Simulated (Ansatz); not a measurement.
**GeH3 (SMILES [GeH3]) at UB3LYP/6-31G(d) (Cartesian functions)**

Aim: the vertical doublet–quartet gap of GeH3 at UB3LYP/6-31G* (Cartesian functions), from 2 runs. 

The results are computed with Ansatz 0.2.0.

41 further runs of the same task are left out: 41 set aside as unsound or not needed.

## Step 1: The structure to begin with

GeH3 has 4 atoms, charge 0, and is taken as a doublet. As SMILES, `[GeH3]`. The shape is that of a PBE0-D4/def2-TZVP optimisation.

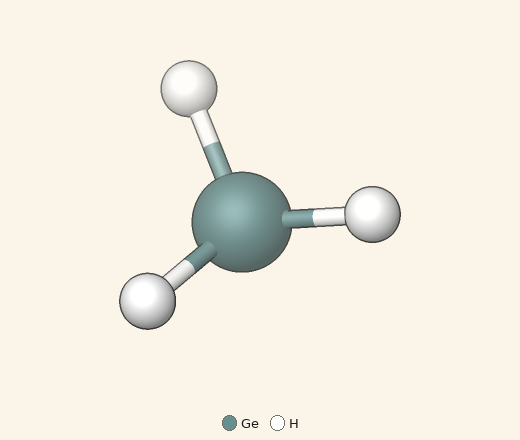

The structure, seen from a chosen angle (germanium teal, hydrogen white).

## Step 2: The energy at UB3LYP/6-31G(d) (Cartesian functions)

input.yaml

```yaml
crystal:
  periodic: [false, false, false]
  atoms:
    - {symbol: Ge, position_ang: [0.214600, -0.125900, -0.249400]}
    - {symbol: H, position_ang: [1.055000, 0.109600, 1.018300]}
    - {symbol: H, position_ang: [-0.882800, -1.175900, -0.000100]}
    - {symbol: H, position_ang: [-0.386800, 1.192200, -0.768800]}
basis:
  gaussian:
    orbitals: "6-31G*"
magnetization:
  spin_polarized: true
  initial_magnetization: 1
hamiltonian:
  xc: {name: B3LYP}
accuracy: high
output:
  orbitals: {seedname: orbitals}
```

Command:

```bash
$ ansatz run input.yaml --threads 1 --pin off --max-ram 3480MiB --events-out events.jsonl --progress --plain --runs-dir runs
```

The program printed:

```text
Warning: RAYON_NUM_THREADS=1 ignored (pool sized by the plan → 1); use --threads N
Functional definition: B3LYP
  name "B3LYP"
  parameter a0 = 0.2
  parameter ax = 0.72
  parameter ac = 0.81
  exchange = (1 - a0 - ax)*slater_x + ax*b88_x + a0*exact_x
  correlation = (1 - ac)*vwn_rpa_c + ac*lyp_c
729 factors; integrals over basis functions are off by at most 2.8e-9 eV
mean field evaluation 1: about -56558.9124 eV, gradient 9.1e0 eV
mean field evaluation 2: about -56559.0825 eV, gradient 8.0e0 eV
mean field evaluation 4: about -56559.1723 eV, gradient 1.6e-1 eV
mean field evaluation 8: about -56559.2164 eV, gradient 1.2e-2 eV
mean field evaluation 16: about -56559.2164 eV, gradient 2.3e-7 eV
mean field -56559.21636500 eV, -2078.5128642000 hartree, gradient 2.4e-8 eV, S^2 0.751003; 0 other end points of the search recorded, 0 dependent functions left out
reference -56559.21639799 eV, -2078.5128654123 hartree; 18, 17 occupied and 23, 24 virtual orbitals, 729 factors
Total energy: -56559.21639799 eV, -2078.5128654123 hartree
```

Run time: 3.3 s. Hardware: 1 thread of Arm Neoverse V1, shared host; peak memory 0.14 GiB.

## Step 3: The quartet, same level

molecule.yaml

```yaml
basis:
  gaussian: {orbitals: "6-31G*"}
crystal:
  periodic: [false, false, false]
  atoms:
    - symbol: Ge
      position_ang: [0.214600, -0.125900, -0.249400]
    - symbol: H
      position_ang: [1.055000, 0.109600, 1.018300]
    - symbol: H
      position_ang: [-0.882800, -1.175900, -0.000100]
    - symbol: H
      position_ang: [-0.386800, 1.192200, -0.768800]
magnetization: {spin_polarized: true, initial_magnetization: 3}
hamiltonian: {xc: {name: B3LYP}}
accuracy: high
output: {orbitals: {seedname: orbitals}}
```

Command:

```bash
$ ansatz run molecule.yaml --threads 1 --pin off --max-ram 3480MiB --events-out events.jsonl --progress --plain --runs-dir runs
```

The program printed, shortened:

```text
Warning: RAYON_NUM_THREADS=1 ignored (pool sized by the plan → 1); use --threads N
[... 7 set-up lines as earlier in the session ...]
729 factors; integrals over basis functions are off by at most 2.8e-9 eV
mean field evaluation 1: about -56549.9088 eV, gradient 9.6e0 eV
mean field evaluation 2: about -56549.9424 eV, gradient 9.8e0 eV
mean field evaluation 4: about -56550.5712 eV, gradient 8.8e-1 eV
mean field evaluation 8: about -56550.6819 eV, gradient 1.8e-1 eV
mean field evaluation 16: about -56550.6885 eV, gradient 3.8e-2 eV
mean field evaluation 32: about -56550.6888 eV, gradient 2.1e-6 eV
mean field -56550.68877161 eV, -2078.1994809230 hartree, gradient 2.5e-8 eV, S^2 3.752926; 6 other end points of the search recorded, 0 dependent functions left out
reference -56550.68880368 eV, -2078.1994821015 hartree; 19, 16 occupied and 22, 25 virtual orbitals, 729 factors
Total energy: -56550.68880368 eV, -2078.1994821015 hartree
```

Run time: 6.3 s. Hardware: 1 thread of Arm Neoverse V1, shared host; peak memory 0.14 GiB.

## Step 4: Results

At UB3LYP/6-31G* (Cartesian functions):

| quantity | value |
| --- | --- |
| doublet: total energy | -2078.51287 Eh |
| doublet: HOMO energy (highest over α and β) | -5.94 eV |
| doublet: LUMO energy (lowest over α and β) | -3.12 eV |
| doublet: ⟨S²⟩ | 0.751 |
| quartet: total energy | -2078.19948 Eh |
| quartet: HOMO energy (highest over α and β) | -1.28 eV |
| quartet: ⟨S²⟩ | 3.753 |
| vertical energy of the quartet above the doublet | 8.528 eV |

What this shows: At this shape the quartet lies 8.53 eV (823 kJ/mol) above the doublet.
